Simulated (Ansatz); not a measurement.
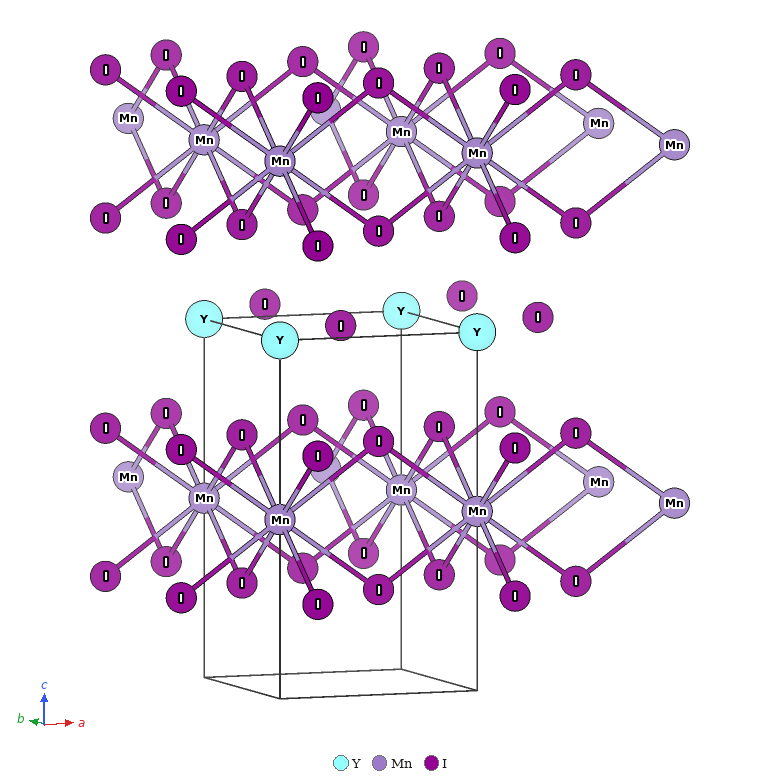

System YMnI5 (space group P4/mmm, No. 123); source of the atomic positions: the geometry relaxed with DFT PBE, scalar-relativistic, plane waves, PAW in Ansatz 0.2.0; the starting structure was generated, so it need not be a known form of this composition.

Bonds are taken as I–Mn below 3.6 Å; Y is left out of the net, as the electropositive filling of the structure; no other contact counts. Simplification: prune 0- and 1-connected atoms, fold 2-connected ones into links. Two bridges between the same pair of nodes count as one edge.

What kind of net remains, and which atoms are its nodes?

Answer. A uninodal 4-connected, two-periodic (layers) net: Mn is a 4-connected node. I(4i) becomes part of the edges. I(1c) drops out.

Does the net have a name?

Answer. It is the sql net, known from the square lattice.

How do the layers lie?

Answer. The layers lie parallel to (001).

How many nodes does the smallest cycle have?

Answer. Four.
